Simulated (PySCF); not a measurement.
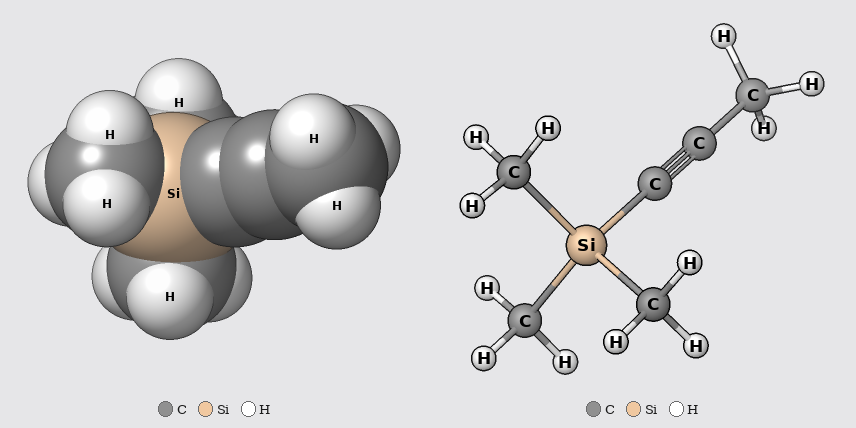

Two views of one molecule.

Computed geometry: GFN2-xTB optimisation. No frequency run is at hand to confirm it as a minimum.

Identify the structure.

It has 19 atoms: 6 carbon, 12 hydrogen and 1 silicon (C6H12Si). As SMILES it reads `CC#C[Si](C)(C)C`. It has no ring. Among its groups: alkyne. The point group is C3. Coordination: 4 C tetrahedral; 2 C linear; 1 Si tetrahedral.

The parts below concern this one geometry. Atoms keep their numbers from picture to picture.

### Electronic properties

No frequency run is at hand to confirm it as a minimum. Level of theory: PBE0/def2-SVPD, gas phase (PySCF 2.14.0). Excitations: vertical, linear response.

What is the LUMO energy (Kohn–Sham orbital)?

Answer. 0.57 eV.

What is the HOMO energy (Kohn–Sham orbital)?

Answer. −7.39 eV.

Give the mean static polarisability at this level.

Answer. 100.0 bohr³.

Give the dipole moment at this level.

Answer. 0.71 D.

### NMR shielding

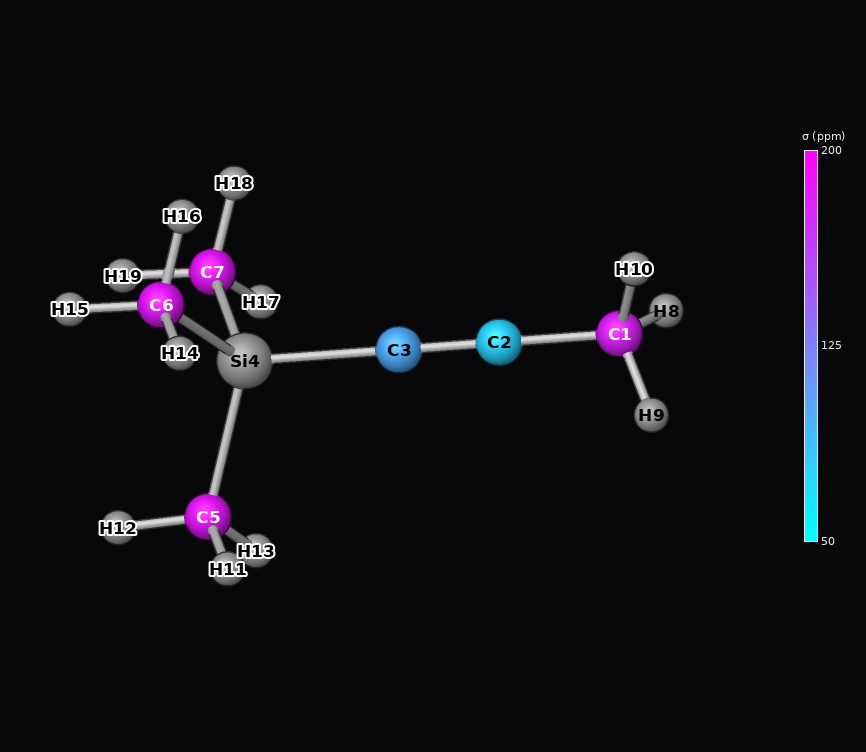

Atoms are coloured by their isotropic NMR shieldings (C only, the others grey). No frequency run is at hand to confirm it as a minimum. Properties computed with GIAO PBE0/pcSseg-1 NMR shielding, non-relativistic, gas phase (PySCF 2.14.0).

Which C atom is the most shielded (lowest chemical shift)?

Answer. C5, C6, C7 (185.9 to 186.0 ppm).

Which C atom is the least shielded (highest chemical shift)?

Answer. C2 (75.8 ppm).

How wide is the range of C shifts?

Answer. 110.2 ppm.

Give the isotropic NMR shieldings of the C atoms atom by atom.

```json
{"atom": "C1", "σ (ppm)": "181.1"}
{"atom": "C2", "σ (ppm)": "75.8"}
{"atom": "C3", "σ (ppm)": "97.9"}
{"atom": "C5", "σ (ppm)": "186.0"}
{"atom": "C6", "σ (ppm)": "185.9"}
{"atom": "C7", "σ (ppm)": "186.0"}
```

### Charges

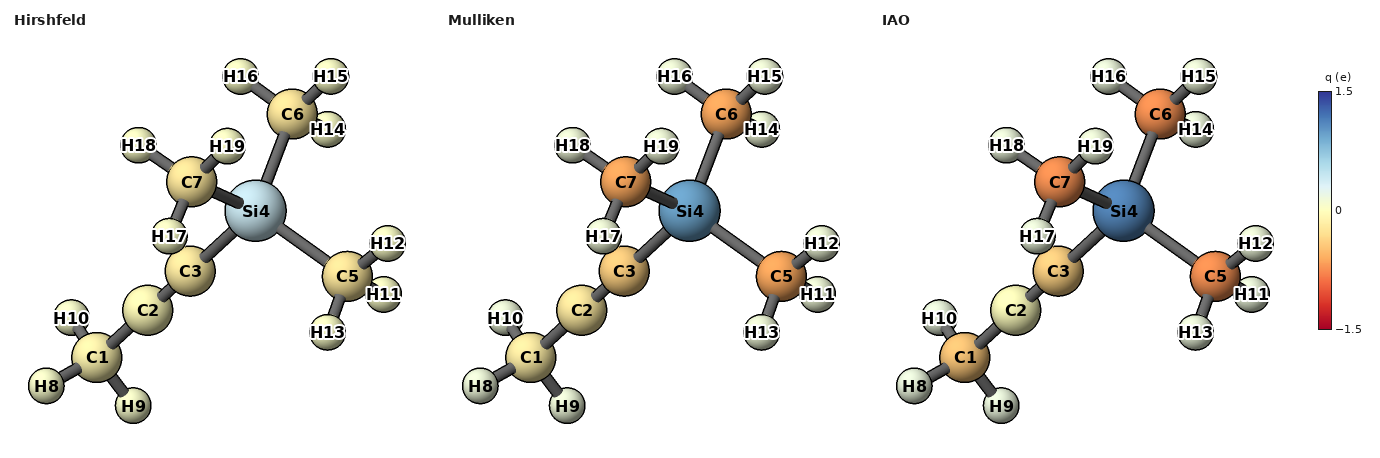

Atomic charges of one calculation by 3 schemes, on one colour scale. No frequency run is at hand to confirm it as a minimum. Method: PBE0/pcSseg-1 (PySCF 2.14.0).

Which scheme gives the most polar picture (largest mean size of the charges)?

Answer. The IAO charges are the largest in size here, and the Hirshfeld charges the smallest.

On which atom do the schemes disagree most?

Answer. On Si4 (from 0.42 to 1.08 e).

List the charges (e), one line for each set of equivalent atoms.

| atom | Hirshfeld | Mulliken | IAO |
| --- | --- | --- | --- |
| C1 | −0.10 | −0.16 | −0.44 |
| C2 | −0.04 | −0.19 | −0.01 |
| C3 | −0.19 | −0.39 | −0.38 |
| Si4 | 0.42 | 0.93 | 1.08 |
| C5, C6, C7 | −0.22 | −0.62 | −0.72 |
| H8, H9, H10 | 0.06 | 0.15 | 0.17 |
| H11, H16, H17 | 0.04 | 0.14 | 0.16 |
| H12, H15, H19 | 0.04 | 0.13 | 0.15 |
| H13, H14, H18 | 0.04 | 0.14 | 0.16 |

Mulliken values depend strongly on the basis set and can even reverse the polarity of a bond. The geometry is semi-empirical. Around Si such bond lengths and angles can be off by a tenth of an ångström or more and by several degrees, and values that hang on the shape move with them.
